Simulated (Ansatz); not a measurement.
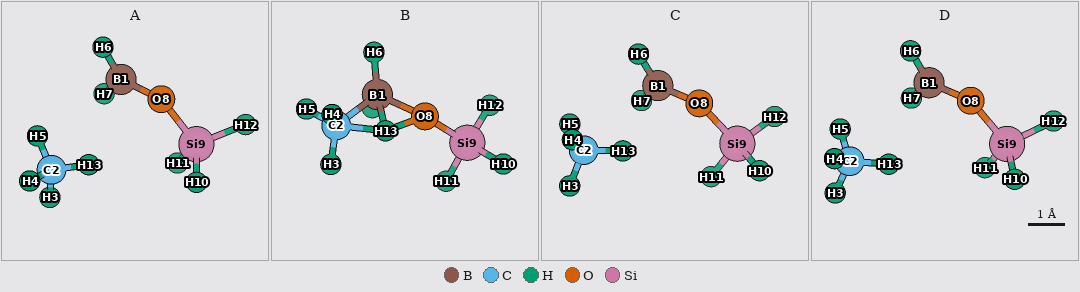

4 geometries from a converged minimum-energy path of CH$_{9}$BOSi, shuffled. The picture is a ball-and-stick view, seen at a tilt.

Level of theory: RKS PBE/def2-SVP (Ansatz). Set-up: 5 movable images; climbing image; force threshold 0.05 eV/Å; iteration limit 60; starting path through a guess of the saddle point.

### Which frame is the top of the path?

B. In order along the path, whose images run from 0 to 6: B (image 2, +81.1 kJ/mol), C (image 4, −87.5 kJ/mol), D (image 5, −91.3 kJ/mol), A (image 6, −91.7 kJ/mol). Breaking: B1–C2 (1.60 → 1.76 at the top → 3.60 Å), O8–H13 (0.98 → 1.24 at the top → 3.12 Å). Forming: C2–H13 (2.67 → 1.40 at the top → 1.11 Å).
